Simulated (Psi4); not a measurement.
# doublet CHClFN−: levels of theory compared

Aim: a comparison of 3 runs (U-wB97M-V/def2-SVPD, U-wB97X/def2-SVPD, UM06-2X/def2-SVPD) of doublet CHClFN−. 

Program for the calculation: Psi4 1.11.

1 further run of the same task is left out (set aside as unsound or not needed).

## (1) The structure to begin with

The species is CHClFN− (5 atoms), meant as a doublet with charge -1. SMILES of the parent species: `[H]/N=C(/F)Cl`. The coordinates come from a PBE0-D4/def2-TZVP relaxation. That shape belongs to the parent species and isn't relaxed for this state.

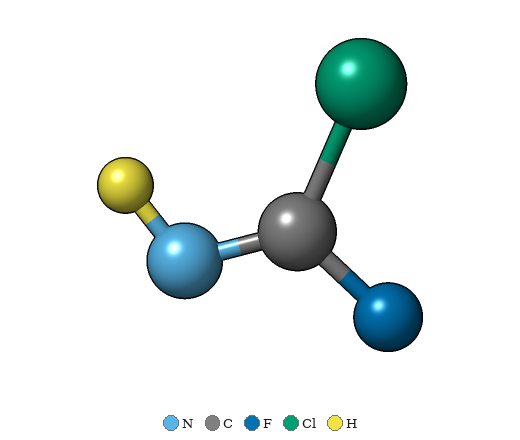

Viewed from a chosen angle; nitrogen blue, carbon grey, fluorine blue, chlorine teal, hydrogen yellow.

## (2) A single-point energy at U-wB97M-V/def2-SVPD (run 1)

job.dat reads:

```
memory 1600 MB

molecule geom {
  -1 2
  N      0.321100     0.940500     0.274400
  C      0.137900    -0.274600     0.128500
  F      0.810300    -1.157400     0.832100
  Cl    -0.953500    -1.081700    -0.943200
  H     -0.266000     1.499600    -0.333300
  symmetry c1
  no_reorient
  no_com
}

set globals {
  reference uks
  puream true
  e_convergence 1e-09
  d_convergence 1e-08
  scf_type pk
  dft_radial_points 99
  dft_spherical_points 590
  maxiter 200
}

energy("wb97m-v/def2-SVPD")
```

Run with:

```console
$ psi4 -n 1 job.dat job.out
```

job.out:

```text
[...]
  Running in c1 symmetry.
[...]
  Nuclear repulsion =  151.881150953769293
[...]
  Multiplicity = 2
[...]
  Nalpha       = 21
  Nbeta        = 20
[...]
    Number of basis functions: 98
[...]
   @UKS iter   1:  -652.83668957792759    1.81078e-02   7.15106e-03 ADIIS/DIIS
[...]
   @UKS iter  17:  -653.07626237951888   -5.00222e-12   6.20402e-09 DIIS
[...]
   @S^2 Observed:                7.527773441E-01
[...]
  @UKS Final Energy:  -653.07626237951888
   => Energetics <=
    Nuclear Repulsion Energy =            151.8811509537692928
    One-Electron Energy =               -1210.8892584478974186
    Two-Electron Energy =                 444.4651109357686778
    DFT Exchange-Correlation Energy =     -38.6992172709898554
    Empirical Dispersion Energy =           0.0000000000000000
    VV10 Nonlocal Energy =                  0.1659514498304364
    Total Energy =                       -653.0762623795187665
[...]
 Multipole Moments:
 ------------------------------------------------------------------------------------
     Multipole            Electronic (a.u.)      Nuclear  (a.u.)        Total (a.u.)
 ------------------------------------------------------------------------------------
 L = 1.  Multiply by 2.5417464519 to convert [e a0] to [Debye]
 Dipole X            :         11.3307087          -11.5418803           -0.2111716
 Dipole Y            :         42.5384098          -42.2731734            0.2652363
 Dipole Z            :         11.5069428          -11.6917355           -0.1847928
 Magnitude           :                                                    0.3861245
[...]
```

Wall time 2.8 min (1 thread of Intel Xeon Platinum 8259CL at 2.50GHz (Skylake/Cascade Lake), shared host); peak memory 0.84 GiB.

## (3) Energy and forces at U-wB97X/def2-SVPD (run 2)

chclfn.py reads:

```python
import psi4

psi4.set_memory(1600000000)
psi4.set_num_threads(1)
psi4.core.set_output_file('chclfn.out', False)

mol = psi4.geometry("""
-1 2
N      0.60679106     1.77728742     0.51854085
C      0.26059323    -0.51891879     0.24282981
F      1.53124508    -2.18716902     1.57244111
Cl    -1.80185386    -2.04411675    -1.78238968
H     -0.50266715     2.83383330    -0.62984572
units bohr
symmetry c1
no_reorient
no_com
""")

options = {'basis': 'def2-SVPD', 'reference': 'uks', 'puream': True, 'e_convergence': 1e-09, 'd_convergence': 1e-08, 'scf_type': 'pk', 'dft_radial_points': 99, 'dft_spherical_points': 590, 'maxiter': 200}
psi4.set_options(options)

energy_value, wavefunction = psi4.gradient('wb97x', return_wfn=True)
print('gradient / Eh bohr^-1')
print(energy_value.np.round(6))
print(f'energy = {wavefunction.energy():.10f} Eh')
```

Run with:

```console
$ python chclfn.py
```

chclfn.out:

```text
[...]
  Running in c1 symmetry.
[...]
  Nuclear repulsion =  151.881150928917663
[...]
  Multiplicity = 2
[...]
  Nalpha       = 21
  Nbeta        = 20
[...]
    Number of basis functions: 98
[...]
   @UKS iter   1:  -652.86558998629209    3.60192e-03   7.20407e-03 ADIIS/DIIS
[...]
   @UKS iter  16:  -653.10398972372604   -3.63798e-12   5.21106e-09 DIIS
[...]
   @S^2 Observed:                7.544220335E-01
[...]
  @UKS Final Energy:  -653.10398972372604
   => Energetics <=
    Nuclear Repulsion Energy =            151.8811509289176627
    One-Electron Energy =               -1211.2492870521750774
    Two-Electron Energy =                 444.5048766323211566
    DFT Exchange-Correlation Energy =     -38.2407302327896801
    Empirical Dispersion Energy =           0.0000000000000000
    VV10 Nonlocal Energy =                  0.0000000000000000
    Total Energy =                       -653.1039897237260448
[...]
  -Total Gradient:
     Atom            X                  Y                   Z
    ------   -----------------  -----------------  -----------------
       1       -0.015152220353    -0.142967252231    -0.010707654463
       2        0.038190917160     0.091267431077     0.035462120865
       3       -0.032246335491     0.043761347079    -0.033772499718
       4        0.012511643252     0.008658259436     0.012318363115
       5       -0.003310361567    -0.000724798623    -0.003306575525
[...]
```

On the terminal:

```text
gradient / Eh bohr^-1
[[-0.015152 -0.142967 -0.010708]
 [ 0.038191  0.091267  0.035462]
 [-0.032246  0.043761 -0.033772]
 [ 0.012512  0.008658  0.012318]
 [-0.00331  -0.000725 -0.003307]]
energy = -653.1039897237 Eh
```

Run time: 47 s. Hardware: 1 thread of Intel Xeon Platinum 8259CL at 2.50GHz (Skylake/Cascade Lake), shared host; peak memory 0.84 GiB.

## (4) A single-point energy at UM06-2X/def2-SVPD (run 3)

calc.dat reads:

```
memory 1.6 GB

molecule m {
  -1 2
  N      0.321100     0.940500     0.274400
  C      0.137900    -0.274600     0.128500
  F      0.810300    -1.157400     0.832100
  Cl    -0.953500    -1.081700    -0.943200
  H     -0.266000     1.499600    -0.333300
  symmetry c1
  no_reorient
  no_com
}

set basis def2-SVPD
set reference uks
set puream true
set e_convergence 1e-09
set d_convergence 1e-08
set scf_type pk
set dft_radial_points 99
set dft_spherical_points 590
set maxiter 200

energy("m06-2x")
```

Run with:

```console
$ psi4 -n 1 calc.dat calc.out
```

calc.out:

```text
[...]
  Running in c1 symmetry.
[...]
  Nuclear repulsion =  151.881150953769293
[...]
  Multiplicity = 2
[...]
  Nalpha       = 21
  Nbeta        = 20
[...]
    Number of basis functions: 98
[...]
   @UKS iter   1:  -652.81824905846111    1.05977e-01   7.24465e-03 DIIS/ADIIS
[...]
   @UKS iter  16:  -653.06378103538987   -9.32232e-12   8.10776e-09 DIIS
[...]
   @S^2 Observed:                7.540238942E-01
[...]
  @UKS Final Energy:  -653.06378103538987
   => Energetics <=
    Nuclear Repulsion Energy =            151.8811509537692928
    One-Electron Energy =               -1211.2674770831001752
    Two-Electron Energy =                 430.9339622630456006
    DFT Exchange-Correlation Energy =     -24.6114171691046408
    Empirical Dispersion Energy =           0.0000000000000000
    VV10 Nonlocal Energy =                  0.0000000000000000
    Total Energy =                       -653.0637810353898658
[...]
 Multipole Moments:
 ------------------------------------------------------------------------------------
     Multipole            Electronic (a.u.)      Nuclear  (a.u.)        Total (a.u.)
 ------------------------------------------------------------------------------------
 L = 1.  Multiply by 2.5417464519 to convert [e a0] to [Debye]
 Dipole X            :         11.3190609          -11.5418803           -0.2228193
 Dipole Y            :         42.5469571          -42.2731734            0.2737837
 Dipole Z            :         11.4948826          -11.6917355           -0.1968529
 Magnitude           :                                                    0.4041745
[...]
```

Wall time 62 s (1 thread of Intel Xeon Platinum 8259CL at 2.50GHz (Skylake/Cascade Lake), shared host); peak memory 0.74 GiB.

## (5) The series

```csv
run,level,task,energy (Eh),HOMO energy (eV),LUMO energy (eV),⟨S²⟩,wall time
1,U-wB97M-V/def2-SVPD,energy,-653.076262,1.78,5.70,0.753,2.8 min
2,U-wB97X/def2-SVPD,gradient,-653.103990,1.61,6.55,0.754,47 s
3,UM06-2X/def2-SVPD,energy,-653.063781,2.81,4.91,0.754,62 s
```

## (6) Summary of results

| quantity | value |
| --- | --- |
| run 3: total energy | -653.06378 Eh |
| run 3: HOMO energy (highest over α and β) | 2.81 eV |
| run 3: LUMO energy (lowest over α and β) | 4.91 eV |
| run 3: ⟨S²⟩ | 0.754 |

**Reading.** Totals of different functionals can't be ranked against each other. In runs 1, 2, 3 the HOMO lies above zero, so the outermost electron may be held by the basis alone. All runs together took 4.6 min, the longest 2.8 min.
